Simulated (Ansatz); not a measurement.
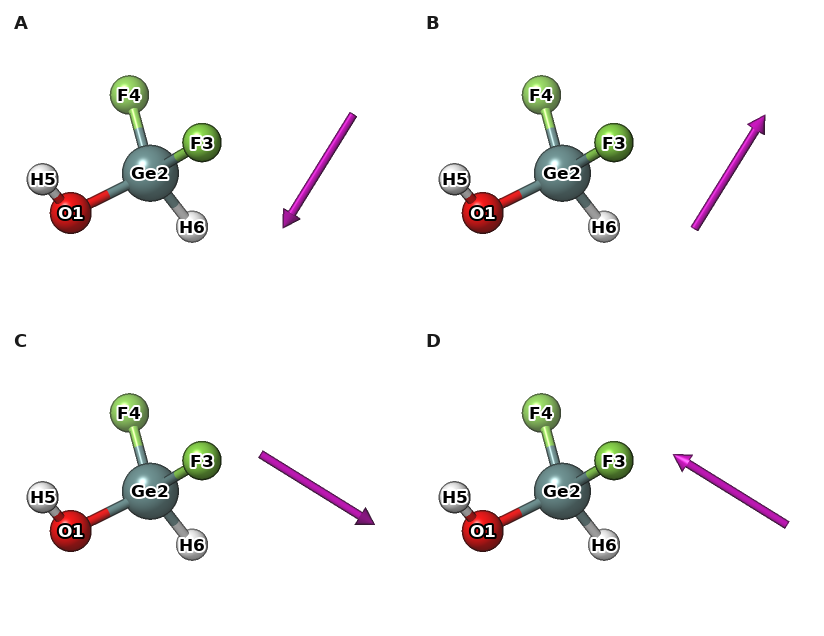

The same molecule four times, each with an arrow. The geometry was computed by an optimisation with PBE-D4/def2-SVP. No frequency run is at hand to confirm it as a minimum. Method: RKS PBE-D4/def2-SVP (Ansatz 0.2.0).

Which arrow points along the dipole moment, from the negative to the positive end?

Answer. A. The dipole moment is 1.09 D; it points from the side of F3, F4 to the side of O1 (the outermost atoms at the two ends).
